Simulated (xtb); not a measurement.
**Run report: C5H9Al, frequency calculation (part 2 of 2)**

C5H9Al, SMILES [AlH2][CH]1C=CCC1; GFN2-xTB (xtb 6.7.1). The geometry was optimised with GFN2-xTB. The settings are looser than a standard set-up, so the numbers are not reference values.

Geometry of the input (Å):
```
Al -0.4252  -1.7509  0.3833
C  0.7623  -0.1960  0.9320
C  1.4247  0.0148  -0.3810
C  0.5843  0.5614  -1.2623
C  -0.7448  0.7856  -0.6205
C  -0.4078  0.8114  0.8648
H  -0.0962  -2.5525  -0.9029
H  -1.7191  -2.0320  1.1991
H  1.4181  -0.0397  1.7891
H  2.4510  -0.2514  -0.5744
H  0.7825  0.7967  -2.2931
H  -1.3779  -0.1266  -0.8106
H  -1.2993  1.6492  -0.9829
H  -0.0877  1.8103  1.1723
H  -1.2651  0.5197  1.4870
```

### Output, continued
```
 ---------------------------------------------------------------------------
     #   Z sym  total        # sym  WBO       # sym  WBO       # sym  WBO
 ---------------------------------------------------------------------------
     1  13 Al   3.142 --     7 H    0.885     8 H    0.880     2 C    0.834
                             3 C    0.109     4 C    0.100
     2   6 C    3.933 --     3 C    1.051     6 C    0.963     9 H    0.939
                             1 Al   0.834
     3   6 C    3.988 --     4 C    1.802     2 C    1.051    10 H    0.963
                             1 Al   0.109
     4   6 C    3.984 --     3 C    1.802     5 C    1.036    11 H    0.969
                             1 Al   0.100
     5   6 C    3.993 --     4 C    1.036     6 C    1.012    13 H    0.968
                            12 H    0.871
     6   6 C    3.996 --     5 C    1.012    14 H    0.969     2 C    0.963
                            15 H    0.939
     7   1 H    0.972 --     1 Al   0.885
     8   1 H    0.969 --     1 Al   0.880
     9   1 H    0.998 --     2 C    0.939
    10   1 H    0.998 --     3 C    0.963
    11   1 H    0.999 --     4 C    0.969
    12   1 H    0.999 --     5 C    0.871
    13   1 H    0.998 --     5 C    0.968
    14   1 H    0.998 --     6 C    0.969
    15   1 H    0.998 --     6 C    0.939
 ---------------------------------------------------------------------------

Topologies differ in total number of bonds
Writing topology from bond orders to xtbtopo.mol

molecular dipole:
                 x           y           z       tot (Debye)
 q only:        0.119       0.393       0.115
   full:        0.096       0.539       0.062       1.400
molecular quadrupole (traceless):
                xx          xy          yy          xz          yz          zz
 q only:        0.688      -2.452      -1.415       1.274      -0.873       0.727
  q+dip:        1.669      -2.399      -2.858       1.262      -0.336       1.189
   full:        0.285      -3.536       0.005       3.077      -2.531      -0.290

           -------------------------------------------------
          |               Frequency Printout                |
           -------------------------------------------------
 projected vibrational frequencies (cm⁻¹)
eigval :       -0.00    -0.00    -0.00     0.00     0.00     0.00
eigval :      122.99   166.94   250.28   280.46   404.64   458.36
eigval :      507.85   563.13   647.17   729.65   751.57   756.23
eigval :      845.36   861.40   923.86   951.50   982.99  1032.20
eigval :     1046.37  1061.66  1100.71  1106.36  1154.81  1223.13
eigval :     1255.75  1284.82  1305.54  1422.45  1468.27  1621.99
eigval :     1737.83  1763.18  2540.12  2869.38  2943.89  2955.01
eigval :     2999.17  3092.35  3119.01
 reduced masses (amu)
   1: 15.69   2: 14.52   3: 19.19   4: 14.59   5: 10.73   6: 11.00   7: 16.14   8: 12.04
   9:  3.19  10:  7.04  11:  9.59  12:  4.26  13:  6.81  14:  7.29  15:  9.48  16:  5.66
  17:  7.93  18:  3.38  19:  5.66  20:  3.57  21:  6.58  22:  7.52  23:  5.31  24:  5.95
  25:  6.59  26:  5.21  27:  2.81  28:  2.33  29:  4.71  30:  4.89  31:  4.53  32:  6.30
  33:  6.10  34:  2.12  35:  2.04  36: 11.25  37:  1.68  38:  2.20  39:  1.65  40:  1.79
  41:  1.70  42:  1.81  43:  1.76  44:  1.83  45:  1.92
 IR intensities (km·mol⁻¹)
   1:  2.52   2:  2.91   3:  0.29   4:  0.90   5:  2.82   6:  0.96   7:  6.14   8:  4.99
   9:  4.63  10:  2.97  11:  9.99  12: 43.76  13: 46.12  14:104.18  15:  6.62  16: 47.93
  17: 33.68  18: 67.04  19:  7.91  20:  8.90  21: 85.97  22: 19.75  23:  2.67  24:  0.56
  25: 65.17  26: 13.05  27: 31.87  28: 18.47  29:  2.38  30:  7.84  31: 25.64  32:  1.54
  33: 22.57  34:  2.49  35:  2.65  36: 14.31  37:513.17  38:437.87  39:299.02  40: 63.46
  41: 32.30  42: 35.57  43: 34.41  44: 18.72  45: 28.87
 Raman intensities (Ä⁴*amu⁻¹)
   1:  0.00   2:  0.00   3:  0.00   4:  0.00   5:  0.00   6:  0.00   7:  0.00   8:  0.00
   9:  0.00  10:  0.00  11:  0.00  12:  0.00  13:  0.00  14:  0.00  15:  0.00  16:  0.00
  17:  0.00  18:  0.00  19:  0.00  20:  0.00  21:  0.00  22:  0.00  23:  0.00  24:  0.00
  25:  0.00  26:  0.00  27:  0.00  28:  0.00  29:  0.00  30:  0.00  31:  0.00  32:  0.00
  33:  0.00  34:  0.00  35:  0.00  36:  0.00  37:  0.00  38:  0.00  39:  0.00  40:  0.00
  41:  0.00  42:  0.00  43:  0.00  44:  0.00  45:  0.00
 output can be read by thermo (or use thermo option).
 writing <g98.out> molden fake output.
 recommended (thermochemical) frequency scaling factor: 1.0
           -------------------------------------------------
          |             Thermodynamic Functions             |
           -------------------------------------------------
Molecule has no symmetry elements
It seems to be the C1 point group

c1  symmetry found (for desy threshold:  0.10E+00) used in thermo

          ...................................................
          :                      SETUP                      :
          :.................................................:
          :  # frequencies                          39      :
          :  # imaginary freq.                       0      :
          :  linear?                             false      :
          :  only rotor calc.                    false      :
          :  symmetry                               c1      :
          :  rotational number                       1      :
          :  scaling factor                  1.0000000      :
          :  rotor cutoff                   50.0000000 cm⁻¹ :
          :  imag. cutoff                  -20.0000000 cm⁻¹ :
          :.................................................:

    mode    ω/cm⁻¹     T·S(HO)/kcal·mol⁻¹    T·S(FR)/kcal·mol⁻¹   T·S(vib)
   ------------------------------------------------------------------------
       1    122.99    -0.91022 ( 97.34%)    -0.78967 (  2.66%)    -0.90702
       2    166.94    -0.73633 ( 99.20%)    -0.69922 (  0.80%)    -0.73604
       3    250.28    -0.51538 ( 99.84%)    -0.57931 (  0.16%)    -0.51548
       4    280.46    -0.45643 ( 99.90%)    -0.54560 (  0.10%)    -0.45652
   ------------------------------------------------------------------------

   temp. (K)  partition function   enthalpy   heat capacity  entropy
                                   cal/mol     cal/K/mol   cal/K/mol   J/K/mol
 298.15  VIB   15.1                 2582.250     20.729     14.043
         ROT  0.153E+06              888.752      2.981     26.707
         INT  0.231E+07             3471.002     23.710     40.750
         TR   0.912E+27             1481.254      4.968     39.582
         TOT                        4952.2564    28.6784    80.3313   336.1062

       T/K    H(0)-H(T)+PV         H(T)/Eh          T*S/Eh         G(T)/Eh
   ------------------------------------------------------------------------
    298.15    0.789192E-02    0.122503E+00    0.381680E-01    0.843349E-01
   ------------------------------------------------------------------------

         :::::::::::::::::::::::::::::::::::::::::::::::::::::
         ::                  THERMODYNAMIC                  ::
         :::::::::::::::::::::::::::::::::::::::::::::::::::::
         :: total free energy         -16.239860801948 Eh   ::
         ::.................................................::
         :: total energy              -16.324195682846 Eh   ::
         :: zero point energy           0.114610958988 Eh   ::
         :: G(RRHO) w/o ZPVE           -0.030276078090 Eh   ::
         :: G(RRHO) contrib.            0.084334880898 Eh   ::
         :::::::::::::::::::::::::::::::::::::::::::::::::::::

           -------------------------------------------------
          | TOTAL ENERGY              -16.324195682846 Eh   |
          | TOTAL ENTHALPY            -16.201692800967 Eh   |
          | TOTAL FREE ENERGY         -16.239860801948 Eh   |
          | GRADIENT NORM               0.000034963350 Eh/α |
          | HOMO-LUMO GAP               3.875629772058 eV   |
           -------------------------------------------------

------------------------------------------------------------------------
------------------------------------------------------------------------
 total:
 *  cpu-time:     0 d,  0 h,  0 min,  1.261 sec
 * ratio c/w:     0.986 speedup
 SCF:
 *  cpu-time:     0 d,  0 h,  0 min,  0.024 sec
 * ratio c/w:     0.701 speedup
 analytical hessian:
 *  cpu-time:     0 d,  0 h,  0 min,  1.211 sec
 * ratio c/w:     0.999 speedup
```

### File vibspectrum
```
$vibrational spectrum
#  mode     symmetry     wave number   IR intensity    selection rules
#                         cm**(-1)      (km*mol⁻¹)        IR
     1                      -0.00         0.00000          -
     2                      -0.00         0.00000          -
     3                      -0.00         0.00000          -
     4                       0.00         0.00000          -
     5                       0.00         0.00000          -
     6                       0.00         0.00000          -
     7        a            122.99         6.13548         YES
     8        a            166.94         4.98570         YES
     9        a            250.28         4.62505         YES
    10        a            280.46         2.96586         YES
    11        a            404.64         9.99257         YES
    12        a            458.36        43.76261         YES
    13        a            507.85        46.11629         YES
    14        a            563.13       104.17718         YES
    15        a            647.17         6.61537         YES
    16        a            729.65        47.93352         YES
    17        a            751.57        33.68295         YES
    18        a            756.23        67.03801         YES
    19        a            845.36         7.91384         YES
    20        a            861.40         8.90093         YES
    21        a            923.86        85.96861         YES
    22        a            951.50        19.74839         YES
    23        a            982.99         2.67185         YES
    24        a           1032.20         0.55593         YES
    25        a           1046.37        65.17221         YES
    26        a           1061.66        13.05056         YES
    27        a           1100.71        31.87251         YES
    28        a           1106.36        18.46756         YES
    29        a           1154.81         2.38370         YES
    30        a           1223.13         7.83690         YES
    31        a           1255.75        25.63523         YES
    32        a           1284.82         1.53716         YES
    33        a           1305.54        22.57003         YES
    34        a           1422.45         2.49318         YES
    35        a           1468.27         2.64647         YES
    36        a           1621.99        14.30748         YES
    37        a           1737.83       513.17240         YES
    38        a           1763.18       437.87149         YES
    39        a           2540.12       299.02251         YES
    40        a           2869.38        63.46453         YES
    41        a           2943.89        32.29942         YES
    42        a           2955.01        35.57066         YES
    43        a           2999.17        34.41421         YES
    44        a           3092.35        18.71888         YES
    45        a           3119.01        28.86659         YES
$end
```

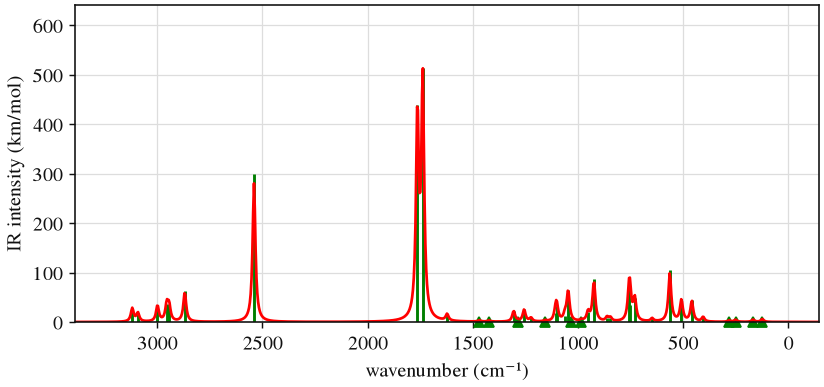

Figure 1. Harmonic infrared spectrum, unscaled: sticks (degenerate modes added up, dark ones marked on the axis) with a Lorentzian envelope of 16 cm⁻¹ full width, scaled to the tallest stick. 39 modes from 123 to 3119 cm⁻¹, none imaginary. The strongest line is at 1738 cm⁻¹ (513 km/mol).

### Results in brief

| quantity | value |
| --- | --- |
| outcome | converged |
| electrons treated | 32 |
| total energy | −16.324196 hartree |
| dispersion energy | −0.010862 hartree |
| basis functions | 39 |
| HOMO | −9.74 eV |
| LUMO | −5.86 eV |
| zero-point energy | 0.114611 hartree |
| dipole moment | 1.40 D |
| wavenumbers, lowest and highest | 123 and 3119 cm⁻¹ |
| wall time | 1.4 s |
| peak memory | 0.072 GiB |

### Notes

Settings chosen away from the usual ones: method = gfn2-xtb; task = frequencies; x = {"hess_scc_accuracy": 100}; geo = {"prev": "A"}. These settings are looser than, or depart from, a standard set-up, so the numbers are not reference values for this system.
